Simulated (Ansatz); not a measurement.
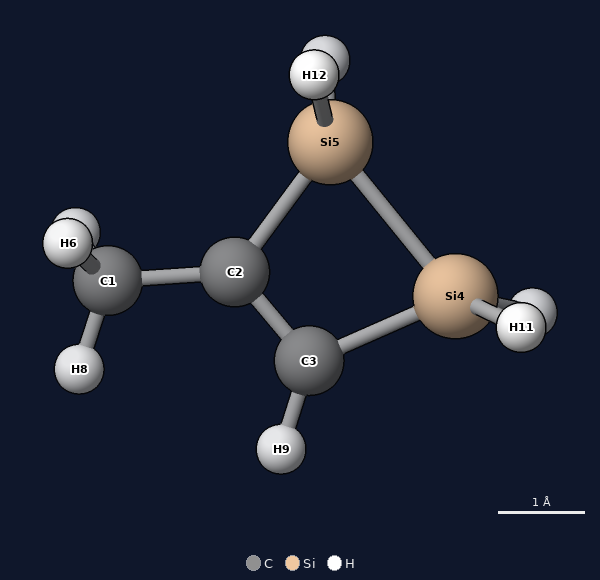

Figure 1. The structure as given in the input (ball-and-stick view, seen on its broad side; atoms are numbered from 1 in the order of the input).

## Run report: C₃H₈Si₂, nudged elastic band (part 1 of 2)

- system: C₃H₈Si₂
- method: RKS PBE0-D4/6-31G* (Ansatz 0.2.0)

It belongs to a series of runs on one base structure; here: band between the two ends. Figures and captions count atoms from 1; the log counts them from 0 in places.

## The input
```yaml
crystal:
  periodic: [false, false, false]
  atoms:
    - { symbol: C, position_ang: [-1.823464, 0.477485, 0.742261] }
    - { symbol: C, position_ang: [-0.492368, 0.075521, 0.194298] }
    - { symbol: C, position_ang: [-0.106974, -1.188736, -0.117049] }
    - { symbol: Si, position_ang: [1.657935, -1.052688, -0.752027] }
    - { symbol: Si, position_ang: [1.02971, 1.12628, -0.231225] }
    - { symbol: H, position_ang: [-1.709783, 0.978124, 1.712063] }
    - { symbol: H, position_ang: [-2.317196, 1.197103, 0.077098] }
    - { symbol: H, position_ang: [-2.489354, -0.382927, 0.874447] }
    - { symbol: H, position_ang: [-0.76655, -2.05095, 0.012676] }
    - { symbol: H, position_ang: [1.871182, -1.446814, -2.176314] }
    - { symbol: H, position_ang: [2.699204, -1.742663, 0.065952] }
    - { symbol: H, position_ang: [1.649316, 1.8405, 0.925787] }
    - { symbol: H, position_ang: [0.818842, 2.135165, -1.313066] }
basis:
  gaussian: { orbitals: "6-31G*" }
hamiltonian:
  xc: pbe0
  dispersion: d4
neb:
  order_check: false
  images: 7
  f_tol: 0.03
  max_iterations: 60
  final_atoms:
    - { symbol: C, position_ang: [-2.49198555, 0.56972817, 1.03648762] }
    - { symbol: C, position_ang: [0.46906909, -0.97681645, -0.37795788] }
    - { symbol: C, position_ang: [0.81220835, -2.16268138, -0.69286424] }
    - { symbol: Si, position_ang: [2.3631299, -1.05243132, -1.03488349] }
    - { symbol: Si, position_ang: [1.07295511, 0.75725312, -0.2934245] }
    - { symbol: H, position_ang: [-1.7828497, 1.01310655, 1.740477] }
    - { symbol: H, position_ang: [-2.4168733, 1.07489043, 0.07002079] }
    - { symbol: H, position_ang: [-3.50645884, 0.68450008, 1.42581141] }
    - { symbol: H, position_ang: [-2.26518935, -0.49142902, 0.91060233] }
    - { symbol: H, position_ang: [2.70569614, -1.0301254, -2.47623577] }
    - { symbol: H, position_ang: [3.49544454, -1.41799414, -0.15197333] }
    - { symbol: H, position_ang: [1.17536824, 1.30608281, 1.08144728] }
    - { symbol: H, position_ang: [0.38998539, 1.69131655, -1.22260621] }
  initial_path:
    images:
      - { positions_ang: [[-1.823464, 0.477485, 0.742261], [-0.492368, 0.075521, 0.194298], [-0.106974, -1.188736, -0.117049], [1.657935, -1.052688, -0.752027], [1.02971, 1.12628, -0.231225], [-1.709783, 0.978124, 1.712063], [-2.317196, 1.197103, 0.077098], [-2.489354, -0.382927, 0.874447], [-0.76655, -2.05095, 0.012676], [1.871182, -1.446814, -2.176314], [2.699204, -1.742663, 0.065952], [1.649316, 1.8405, 0.925787], [0.818842, 2.135165, -1.313066]] }
      - { positions_ang: [[-1.81284913, 0.44215595, 0.74011302], [-0.48263319, 0.03283558, 0.18239989], [-0.08608987, -1.22393909, -0.13953654], [1.7076531, -1.03771074, -0.765347], [1.04178129, 1.10010745, -0.24280875], [-1.70515453, 0.95300985, 1.70724685], [-2.30659223, 1.17132665, 0.06815427], [-2.48312272, -0.40125649, 0.86720689], [-0.89228161, -1.8327614, 0.09500136], [1.88694812, -1.41800847, -2.18827177], [2.71961191, -1.72083489, 0.07506666], [1.64423229, 1.79727563, 0.94332794], [0.78899658, 2.10319995, -1.32765183]] }
      - { positions_ang: [[-1.80223426, 0.40682691, 0.73796504], [-0.47289838, -0.00984983, 0.17050177], [-0.06520574, -1.25914218, -0.16202408], [1.75737119, -1.02273348, -0.778667], [1.05385258, 1.07393489, -0.25439249], [-1.70052607, 0.9278957, 1.70243071], [-2.29598846, 1.14555031, 0.05921054], [-2.47689143, -0.41958598, 0.85996678], [-1.01801322, -1.61457281, 0.17732673], [1.90271423, -1.38920294, -2.20022954], [2.74001982, -1.69900677, 0.08418132], [1.63914858, 1.75405126, 0.96086888], [0.75915115, 2.07123491, -1.34223765]] }
      - { positions_ang: [[-1.7916194, 0.37149786, 0.73581706], [-0.46316357, -0.05253525, 0.15860366], [-0.04432161, -1.29434527, -0.18451161], [1.80708929, -1.00775622, -0.791987], [1.06592387, 1.04776234, -0.26597624], [-1.6958976, 0.90278155, 1.69761456], [-2.28538468, 1.11977396, 0.05026681], [-2.47066015, -0.43791547, 0.85272667], [-1.14374483, -1.39638421, 0.25965209], [1.91848035, -1.3603974, -2.21218731], [2.76042773, -1.67717866, 0.09329598], [1.63406488, 1.71082689, 0.97840982], [0.72930573, 2.03926986, -1.35682348]] }
      - { positions_ang: [[-1.78100453, 0.33616882, 0.73366908], [-0.45342876, -0.09522066, 0.14670554], [-0.02343748, -1.32954836, -0.20699915], [1.85680739, -0.99277895, -0.805307], [1.07799516, 1.02158978, -0.27755999], [-1.69126914, 0.87766741, 1.69279842], [-2.27478091, 1.09399762, 0.04132307], [-2.46442887, -0.45624496, 0.84548655], [-1.26947644, -1.17819562, 0.34197746], [1.93424647, -1.33159187, -2.22414507], [2.78083564, -1.65535055, 0.10241064], [1.62898117, 1.66760252, 0.99595076], [0.69946031, 2.00730482, -1.37140931]] }
      - { positions_ang: [[-1.95874978, 0.39455866, 0.80937371], [-0.2228043, -0.31561961, 0.01553969], [0.18547398, -1.53783161, -0.32846542], [1.98338802, -1.00769205, -0.86270112], [1.07673514, 0.95550562, -0.28152612], [-1.71416428, 0.91152719, 1.70471807], [-2.31030401, 1.08922082, 0.0484975], [-2.72493636, -0.1710587, 0.99056777], [-1.51840467, -1.00650397, 0.48413368], [2.12710889, -1.25622525, -2.28716775], [2.95948786, -1.59601145, 0.03881464], [1.51557793, 1.57722259, 1.01732489], [0.62209158, 1.92830775, -1.33420854]] }
      - { positions_ang: [[-2.13649504, 0.4529485, 0.88507835], [0.00782016, -0.53601856, -0.11562617], [0.39438544, -1.74611487, -0.4499317], [2.10996864, -1.02260514, -0.92009524], [1.07547513, 0.88942145, -0.28549225], [-1.73705942, 0.94538698, 1.71663771], [-2.34582711, 1.08444403, 0.05567193], [-2.98544386, 0.11412756, 1.13564898], [-1.76733289, -0.83481232, 0.6262899], [2.31997131, -1.18085864, -2.35019042], [3.13814009, -1.53667235, -0.02478135], [1.4021747, 1.48684266, 1.03869902], [0.54472285, 1.84931068, -1.29700776]] }
      - { positions_ang: [[-2.3142403, 0.51133833, 0.96078298], [0.23844463, -0.7564175, -0.24679202], [0.60329689, -1.95439812, -0.57139797], [2.23654927, -1.03751823, -0.97748936], [1.07421512, 0.82333728, -0.28945837], [-1.75995456, 0.97924676, 1.72855736], [-2.38135021, 1.07966723, 0.06284636], [-3.24595135, 0.39931382, 1.2807302], [-2.01626112, -0.66312067, 0.76844612], [2.51283372, -1.10549202, -2.4132131], [3.31679232, -1.47733325, -0.08837734], [1.28877147, 1.39646274, 1.06007315], [0.46735412, 1.77031361, -1.25980699]] }
      - { positions_ang: [[-2.49198555, 0.56972817, 1.03648762], [0.46906909, -0.97681645, -0.37795788], [0.81220835, -2.16268138, -0.69286424], [2.3631299, -1.05243132, -1.03488349], [1.07295511, 0.75725312, -0.2934245], [-1.7828497, 1.01310655, 1.740477], [-2.4168733, 1.07489043, 0.07002079], [-3.50645884, 0.68450008, 1.42581141], [-2.26518935, -0.49142902, 0.91060233], [2.70569614, -1.0301254, -2.47623577], [3.49544454, -1.41799414, -0.15197333], [1.17536824, 1.30608281, 1.08144728], [0.38998539, 1.69131655, -1.22260621]] }
```

Run on 2 threads of Intel Xeon (Granite Rapids), 16 GiB of memory available, shared host.

Run as:
```bash
ansatz run input.yaml --threads 2 --pin off --max-ram 3072MiB --backend cpu --events-out ev --progress --plain --runs-dir out
```

## What the program printed
```
Engine: ansatz 0.2.0, x86_64-unknown-linux-gnu
Functional definition: PBE0
  parameter a = 0.25
  parameter kappa = 0.804
  parameter beta = 0.06672455060314922
  exchange = (1 - a)*pbe_x(kappa = kappa, mu = beta*pi^2/3) + a*exact_x
  correlation = pbe_c(beta = beta)
1114 factors; integrals over basis functions are off by at most 6.3e-4 eV
mean field evaluation 1: about -18979.0903 eV, gradient 4.4e1 eV
mean field evaluation 2: about -18975.6450 eV, gradient 5.5e1 eV
mean field evaluation 4: about -18984.0436 eV, gradient 2.5e0 eV
mean field evaluation 8: about -18984.0781 eV, gradient 2.7e-2 eV
mean field -18984.07808556 eV, -697.6520017739 hartree, gradient 5.0e-5 eV, S^2 0.000000; 0 other end points of the search recorded, 0 dependent functions left out
the calculation of the forces begins
reference -18984.07811326 eV, -697.6520027919 hartree; 27, 27 occupied and 72, 72 virtual orbitals, 1114 factors
1108 factors; integrals over basis functions are off by at most 7.3e-4 eV
mean field evaluation 16: about -18975.0318 eV, gradient 5.0e1 eV
mean field evaluation 32: about -18981.3734 eV, gradient 4.9e-5 eV
mean field -18981.37339976 eV, -697.5526064041 hartree, gradient 4.9e-5 eV, S^2 0.000000; 0 other end points of the search recorded, 0 dependent functions left out
[... from here on the field's lines of each further geometry are left out, up to the last ...]
NEB iter   1: max|band force component| = 6.717e0 eV/Å  barrier→ = 7.0811 eV  barrier← = 4.3336 eV  Δτ_max = 0.1964 Å  (238 SCF iters)
NEB iter   2: max|band force component| = 2.690e0 eV/Å  barrier→ = 5.1818 eV  barrier← = 2.4342 eV  Δτ_max = 0.2000 Å  (210 SCF iters)
NEB iter   3: max|band force component| = 8.582e0 eV/Å  barrier→ = 5.5162 eV  barrier← = 2.7686 eV  Δτ_max = 0.1049 Å  (224 SCF iters)
NEB iter   4: max|band force component| = 2.553e0 eV/Å  barrier→ = 5.6277 eV  barrier← = 2.8801 eV  Δτ_max = 0.2000 Å  (214 SCF iters)
NEB iter   5: max|band force component| = 3.257e0 eV/Å  barrier→ = 5.3053 eV  barrier← = 2.5577 eV  Δτ_max = 0.1030 Å  (214 SCF iters)
NEB iter   6: max|band force component| = 3.413e0 eV/Å  barrier→ = 5.6063 eV  barrier← = 2.8587 eV  Δτ_max = 0.1012 Å  (213 SCF iters)
NEB iter   7: max|band force component| = 2.513e0 eV/Å  barrier→ = 5.5653 eV  barrier← = 2.8177 eV  Δτ_max = 0.2000 Å  (208 SCF iters)
NEB iter   8: max|band force component| = 2.644e0 eV/Å  barrier→ = 5.4541 eV  barrier← = 2.7065 eV  Δτ_max = 0.1024 Å  (213 SCF iters)
NEB iter   9: max|band force component| = 2.785e0 eV/Å  barrier→ = 4.8735 eV  barrier← = 2.1260 eV  Δτ_max = 0.0503 Å  (210 SCF iters)
NEB iter  10: max|band force component| = 1.825e0 eV/Å  barrier→ = 4.6990 eV  barrier← = 1.9514 eV  Δτ_max = 0.0989 Å  (204 SCF iters)
NEB iter  11: max|band force component| = 1.584e0 eV/Å  barrier→ = 4.8256 eV  barrier← = 2.0781 eV  Δτ_max = 0.0986 Å  (211 SCF iters)
NEB iter  12: max|band force component| = 7.335e-1 eV/Å  barrier→ = 4.8347 eV  barrier← = 2.0872 eV  Δτ_max = 0.1267 Å  (205 SCF iters)
NEB iter  13: max|band force component| = 3.257e0 eV/Å  barrier→ = 4.8467 eV  barrier← = 2.0992 eV  CI = image 2  Δτ_max = 0.2000 Å  (201 SCF iters)
NEB iter  14: max|band force component| = 1.491e0 eV/Å  barrier→ = 5.3025 eV  barrier← = 2.5549 eV  CI = image 2  Δτ_max = 0.2000 Å  (196 SCF iters)
NEB iter  15: max|band force component| = 1.385e0 eV/Å  barrier→ = 5.6324 eV  barrier← = 2.8848 eV  CI = image 2  Δτ_max = 0.0726 Å  (193 SCF iters)
NEB iter  16: max|band force component| = 1.101e0 eV/Å  barrier→ = 5.5112 eV  barrier← = 2.7636 eV  CI = image 2  Δτ_max = 0.0985 Å  (197 SCF iters)
NEB iter  17: max|band force component| = 5.370e-1 eV/Å  barrier→ = 5.4985 eV  barrier← = 2.7509 eV  CI = image 2  Δτ_max = 0.0478 Å  (199 SCF iters)
NEB iter  18: max|band force component| = 1.761e-1 eV/Å  barrier→ = 5.4903 eV  barrier← = 2.7428 eV  CI = image 2  Δτ_max = 0.0249 Å  (190 SCF iters)
NEB iter  19: max|band force component| = 9.324e-2 eV/Å  barrier→ = 5.4861 eV  barrier← = 2.7385 eV  CI = image 2  Δτ_max = 0.0323 Å  (177 SCF iters)
NEB iter  20: max|band force component| = 6.742e-2 eV/Å  barrier→ = 5.4845 eV  barrier← = 2.7369 eV  CI = image 2  Δτ_max = 0.0631 Å  (194 SCF iters)
NEB iter  21: max|band force component| = 6.961e-2 eV/Å  barrier→ = 5.4813 eV  barrier← = 2.7337 eV  CI = image 2  Δτ_max = 0.0316 Å  (197 SCF iters)
NEB iter  22: max|band force component| = 9.081e-2 eV/Å  barrier→ = 5.4789 eV  barrier← = 2.7313 eV  CI = image 2  Δτ_max = 0.0316 Å  (201 SCF iters)
NEB iter  23: max|band force component| = 1.012e-1 eV/Å  barrier→ = 5.4757 eV  barrier← = 2.7281 eV  CI = image 2  Δτ_max = 0.0631 Å  (203 SCF iters)
NEB iter  24: max|band force component| = 1.101e-1 eV/Å  barrier→ = 5.4673 eV  barrier← = 2.7197 eV  CI = image 2  Δτ_max = 0.1262 Å  (200 SCF iters)
NEB iter  25: max|band force component| = 2.055e-1 eV/Å  barrier→ = 5.4455 eV  barrier← = 2.6979 eV  CI = image 2  Δτ_max = 0.0632 Å  (207 SCF iters)
NEB iter  26: max|band force component| = 2.530e-1 eV/Å  barrier→ = 5.4253 eV  barrier← = 2.6777 eV  CI = image 2  Δτ_max = 0.0632 Å  (208 SCF iters)
NEB iter  27: max|band force component| = 2.840e-1 eV/Å  barrier→ = 5.4027 eV  barrier← = 2.6552 eV  CI = image 2  Δτ_max = 0.1236 Å  (203 SCF iters)
NEB iter  28: max|band force component| = 3.954e-1 eV/Å  barrier→ = 5.3498 eV  barrier← = 2.6022 eV  CI = image 2  Δτ_max = 0.1618 Å  (207 SCF iters)
NEB iter  29: max|band force component| = 5.350e-1 eV/Å  barrier→ = 5.2660 eV  barrier← = 2.5184 eV  CI = image 2  Δτ_max = 0.1401 Å  (206 SCF iters)
NEB iter  30: max|band force component| = 7.178e-1 eV/Å  barrier→ = 5.2244 eV  barrier← = 2.4768 eV  CI = image 2  Δτ_max = 0.0709 Å  (207 SCF iters)
NEB iter  31: max|band force component| = 5.987e-1 eV/Å  barrier→ = 5.2323 eV  barrier← = 2.4848 eV  CI = image 2  Δτ_max = 0.0707 Å  (202 SCF iters)
NEB iter  32: max|band force component| = 4.845e-1 eV/Å  barrier→ = 5.2252 eV  barrier← = 2.4777 eV  CI = image 2  Δτ_max = 0.0550 Å  (203 SCF iters)
NEB iter  33: max|band force component| = 3.350e-1 eV/Å  barrier→ = 5.2157 eV  barrier← = 2.4682 eV  CI = image 2  Δτ_max = 0.0638 Å  (211 SCF iters)
NEB iter  34: max|band force component| = 1.738e-1 eV/Å  barrier→ = 5.2123 eV  barrier← = 2.4647 eV  CI = image 2  Δτ_max = 0.0528 Å  (200 SCF iters)
NEB iter  35: max|band force component| = 9.444e-2 eV/Å  barrier→ = 5.2078 eV  barrier← = 2.4602 eV  CI = image 2  Δτ_max = 0.0614 Å  (200 SCF iters)
NEB iter  36: max|band force component| = 1.320e-1 eV/Å  barrier→ = 5.2044 eV  barrier← = 2.4568 eV  CI = image 2  Δτ_max = 0.0308 Å  (199 SCF iters)
NEB iter  37: max|band force component| = 1.123e-1 eV/Å  barrier→ = 5.2024 eV  barrier← = 2.4548 eV  CI = image 2  Δτ_max = 0.0308 Å  (203 SCF iters)
NEB iter  38: max|band force component| = 9.357e-2 eV/Å  barrier→ = 5.2004 eV  barrier← = 2.4529 eV  CI = image 2  Δτ_max = 0.0308 Å  (197 SCF iters)
NEB iter  39: max|band force component| = 7.410e-2 eV/Å  barrier→ = 5.1986 eV  barrier← = 2.4510 eV  CI = image 2  Δτ_max = 0.0614 Å  (203 SCF iters)
NEB iter  40: max|band force component| = 6.827e-2 eV/Å  barrier→ = 5.1953 eV  barrier← = 2.4478 eV  CI = image 2  Δτ_max = 0.0614 Å  (205 SCF iters)
NEB iter  41: max|band force component| = 7.552e-2 eV/Å  barrier→ = 5.1927 eV  barrier← = 2.4451 eV  CI = image 2  Δτ_max = 0.0614 Å  (206 SCF iters)
NEB iter  42: max|band force component| = 1.378e-1 eV/Å  barrier→ = 5.1923 eV  barrier← = 2.4448 eV  CI = image 2  Δτ_max = 0.0307 Å  (204 SCF iters)
NEB iter  43: max|band force component| = 8.679e-2 eV/Å  barrier→ = 5.1897 eV  barrier← = 2.4422 eV  CI = image 2  Δτ_max = 0.0613 Å  (199 SCF iters)
NEB iter  44: max|band force component| = 6.976e-2 eV/Å  barrier→ = 5.1886 eV  barrier← = 2.4410 eV  CI = image 2  Δτ_max = 0.0613 Å  (201 SCF iters)
```
